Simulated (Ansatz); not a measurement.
**FGaH4Si (SMILES F[SiH2][GaH2]): density, localisation and related maps**

The calculation's input:

```
crystal:
  periodic: [false, false, false]
  atoms:
    - {symbol: F, position_ang: [-2.135294, -0.174658, 0.502957]}
    - {symbol: Si, position_ang: [-0.881884, -0.107762, -0.505821]}
    - {symbol: Ga, position_ang: [1.212100, 0.147135, 0.675569]}
    - {symbol: H, position_ang: [-0.903989, -1.358180, -1.316488]}
    - {symbol: H, position_ang: [-1.127619, 1.030594, -1.435869]}
    - {symbol: H, position_ang: [1.294698, 0.234087, 2.240422]}
    - {symbol: H, position_ang: [2.541999, 0.228784, -0.160770]}
basis:
  gaussian: {orbitals: def2-TZVPP}
hamiltonian: {xc: pbe0, dispersion: d4}
output: {orbitals: {seedname: orbitals}}
```

Command:

```sh
ansatz run in.yaml --threads 2 --pin off --events-out ev --progress --plain --max-ram 4352MiB
```

Geometry: PBE0-D4/def2-TZVP.

Computed with RKS PBE0-D4/def2-TZVPP (Ansatz).

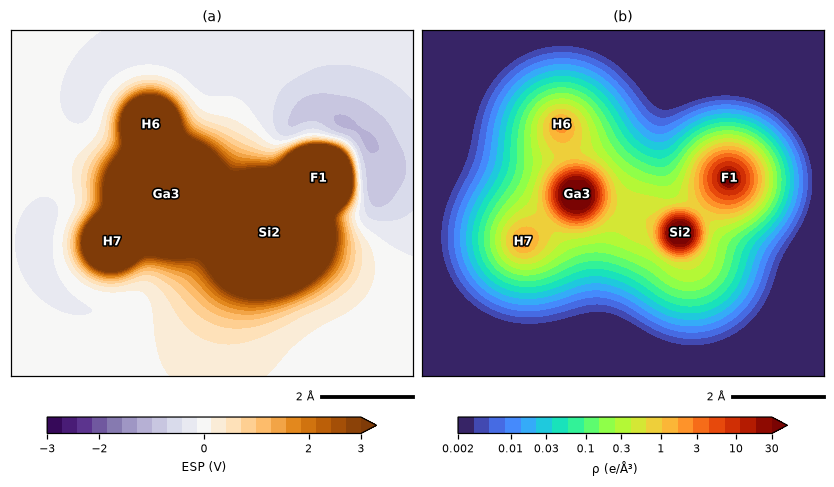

Figure 1. (a) electrostatic potential; (b) total electron density on the plane of atoms H6, Ga3 and H7.

What do the fields say about this system?

Atoms in the plane: F, Si, Ga and H. Si–F (1.61 Å): the density is about 1.1 e/Å³ at the midpoint. Ga–Si (2.42 Å): the density is about 0.56 e/Å³ at the midpoint. Ga–H (1.57 Å): ρ at the midpoint is about 0.99 e/Å³. Outside the dense part of the molecule the potential is most negative (−1.1 V) near F1.

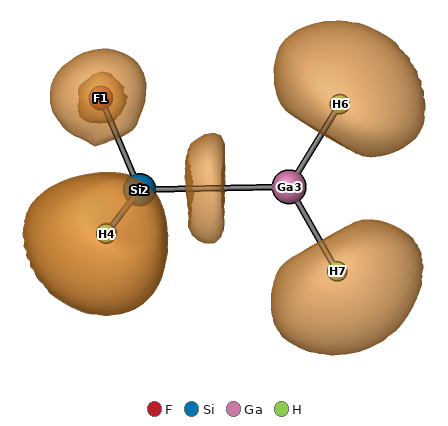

Figure 2. Isosurface of the electron localisation function at 0.75 (orange), seen across its widest extent. Core shells and regions of very low density are left out.

Where are the electrons localised?

The surface consists of one region between bonded Ga–Si atoms (shared pairs), four regions around hydrogen nuclei and one region wrapped around F (its valence shell). Profiles from the grid: Si–F (1.61 Å): the ELF peaks at about 0.85 in the valence shell of F, 0.6 Å from its nucleus, and is about 0.55 at the midpoint. Ga–Si (2.42 Å): the ELF peaks at about 0.95 between the atoms: a covalent bond.

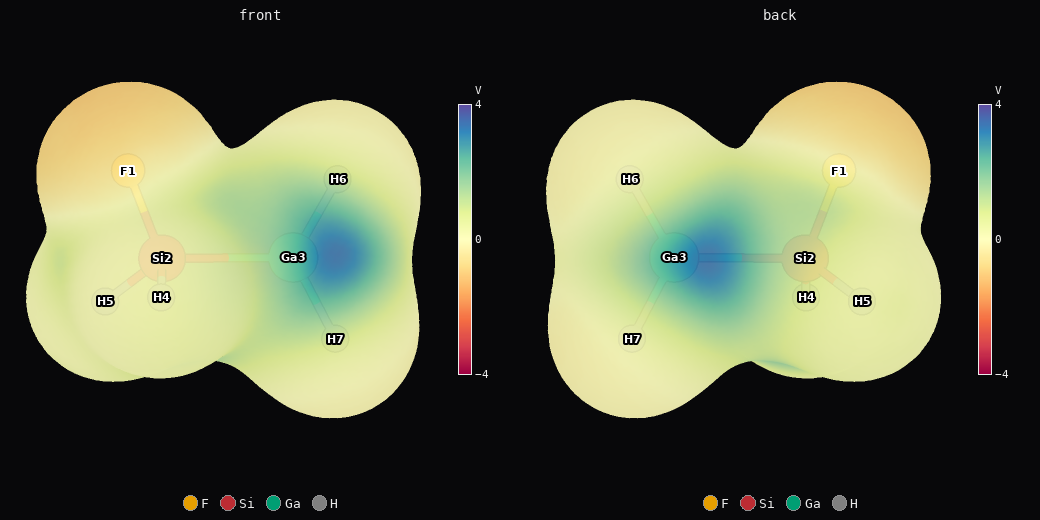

Figure 3. The molecular electrostatic potential painted on the density surface at 0.002 e/bohr³, seen from the front and from behind; red is negative and blue positive.

Which sites attract a positive test charge, and which a negative one?

A positive charge is drawn to the negative regions and a negative charge to the positive ones. The most negative region (about −1.0 V, or −23 kcal/mol for a unit charge) lies over F1, the most positive (about +3.3 V, or +76 kcal/mol for a unit charge) over Ga3.
